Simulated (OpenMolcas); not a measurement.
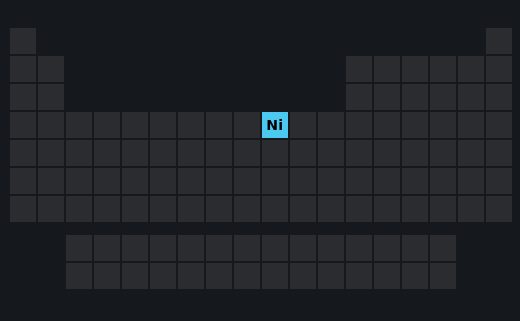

*The place of nickel in the periodic table.*

## Ni⁺: multiconfigurational calculation

Ni⁺. Level asked for: state-averaged CASSCF, active space 9 electrons in the shells 3d 4s, basis ANO-RCC-VQZP, DKH3 scalar Hamiltonian, spin-orbit coupling by RASSI with atomic mean-field integrals (OpenMolcas).

## Input
```
&GATEWAY
Coord
1

Ni 0.0 0.0 0.0
Basis=ANO-RCC-VQZP
Group=XYZ
NoMove
AngMom=0.0 0.0 0.0
AMFI
&SEWARD
Relativistic=R03O02
&RASSCF
FileOrb=start.orb
Symmetry=1
Spin=4
nActEl=10 0 0
Inactive=3 6
Ras2=6 0
CIRoot=20 20 1
SDav=20
CIMx=300
Iter=52 100
PrWF=0.3
OrbListing=Nothing
MaxOrb=0
Atom
CIOnly
>>> COPY $Project.JobIph JOB001
```

The file start.orb holds starting orbitals from an earlier step.

Command:
```bash
OMP_NUM_THREADS=1 MOLCAS_MEM=2252 MOLCAS_PROJECT=a pymolcas a.inp > a.log  # once for each step of the input, in one work folder
```

## The program's output (extracts)
```
--- SEWARD ---
Basis set label: NI.ANO-RCC...7S6P4D3F2G1H.

      Electronic valence basis set:
      ------------------
      Associated Effective Charge  28.000000 au
      Associated Actual Charge     28.000000 au
      Nuclear Model: Point charge

      Shell  nPrim  nBasis  Cartesian Spherical Contaminant
         s      21       7        X
         p      15       6        X
         d      10       4                 X
         f       6       3                 X
         g       4       2                 X
         h       2       1                 X
Relativistic=R03O02
                  Relativistic Douglas-Kroll-Hess integrals:
                    - DKH order of Hamiltonian: 3
                    - DKH order of Properties : 2
--- RASSCF ---

 Nr of active orbitals     NAC=   6
 Spin degeneracy         ISPIN=   4
 There can be no such wave function.
 ************************************************
--- Stop Module: rasscf at  /rc=_RC_INPUT_ERROR_ ---
.####################.
.# User input error #.
.####################.
```

## Outcome

- outcome: refused by the program
- hardware: 1 thread of Arm Neoverse V1, 24 GiB of memory available, shared host

## What went wrong

The input is odd on purpose: wrong electron count. The program refused the input; the driver noted: RASSCF spin 4: _RC_INPUT_ERROR_.
